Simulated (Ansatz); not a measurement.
**C2H6FSi (SMILES C[Si](C)F) (doublet): density, localisation and related maps**

The calculation's input:

```
crystal:
  periodic: [false, false, false]
  atoms:
    - {symbol: C, position_ang: [-0.600652, 1.453195, 1.960621]}
    - {symbol: C, position_ang: [-0.410578, -1.276631, 0.462826]}
    - {symbol: F, position_ang: [-0.803779, 1.214645, -0.878978]}
    - {symbol: Si, position_ang: [-1.218989, 0.433211, 0.492539]}
    - {symbol: H, position_ang: [-1.048913, 2.451705, 1.977865]}
    - {symbol: H, position_ang: [0.490701, 1.570678, 1.916625]}
    - {symbol: H, position_ang: [-0.853441, 0.951045, 2.901761]}
    - {symbol: H, position_ang: [-0.747681, -1.869442, -0.393446]}
    - {symbol: H, position_ang: [-0.660366, -1.827742, 1.376984]}
    - {symbol: H, position_ang: [0.682656, -1.185737, 0.404726]}
basis:
  gaussian: {orbitals: def2-TZVPD}
magnetization: {spin_polarized: true, initial_magnetization: 1}
hamiltonian: {xc: {name: PBE0}}
output: {forces: true, orbitals: {seedname: orbitals}}
```

Command:

```sh
ansatz run input.yaml --threads 1 --pin off --max-ram 2610MiB --events-out events.jsonl --progress --plain --runs-dir runs
```

Geometry: B3LYP/6-31G*.

Level of theory: isolated molecule in a Gaussian basis; Kohn-Sham density functional theory, functional PBE0 (Ansatz).

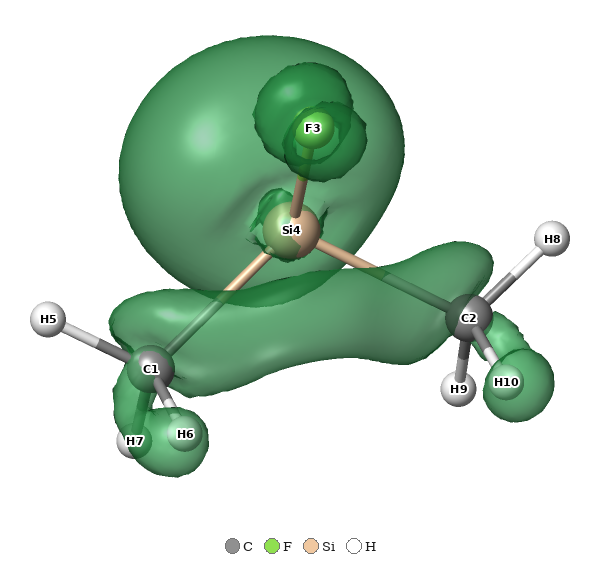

Figure 1. Isosurface of the spin density at +0.02 e/Å³ (green), seen at a tilt.

Where is the unpaired spin?

Answer. The unpaired spin (1 electron) lies mostly on Si4 (about 0.8), in electrons by Hirshfeld's partition.

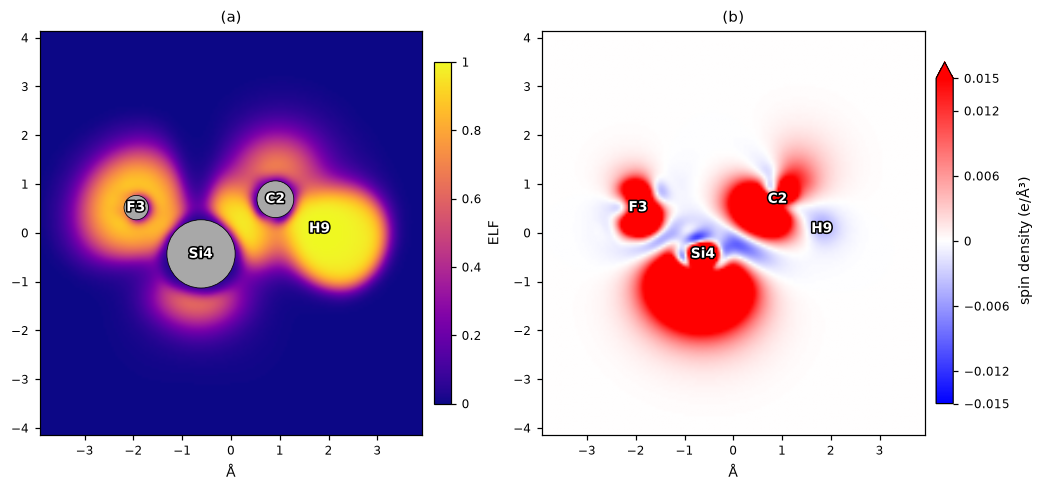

Figure 2. (a) electron localisation function; (b) spin density on the plane of atoms C2, Si4 and F3. Grey discs cover the atomic cores in the ELF map.

Interpret the plot.

Answer. The section cuts through C, F, Si and H sites. Si–F (1.63 Å): the ELF peaks at about 0.85 in the valence shell of F, 0.6 Å from its nucleus, and is about 0.55 at the midpoint. C–Si (1.89 Å): the ELF peaks at about 0.95 between the atoms (a shared electron pair). C–H (1.10 Å): the ELF climbs to about 1 towards the hydrogen, as it does in any bond to H (an ordinary covalent bond to hydrogen). The ELF also peaks beside F3, away from the bonds: non-bonding electrons, paired or unpaired.

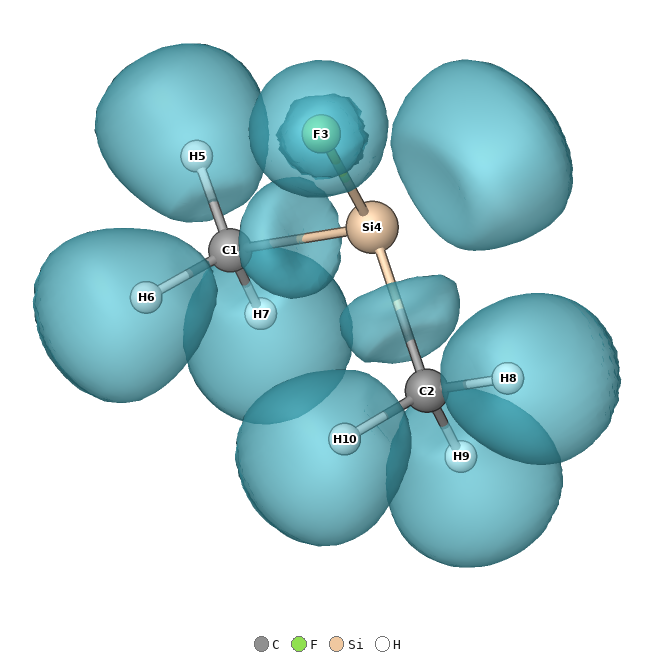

Figure 3. Isosurface of the electron localisation function at 0.8 (cyan), seen at an oblique angle. Only the valence region is drawn (cores and ρ < 0.01 e/Å³ removed).

Describe the localisation domains.

Answer. The surface consists of two regions between bonded C–Si atoms (shared pairs), six regions around hydrogen nuclei, one lobe on Si, pointing away from the bonds (non-bonding electrons) and one region wrapped around F (its lone pairs, merged into a ring or cap).
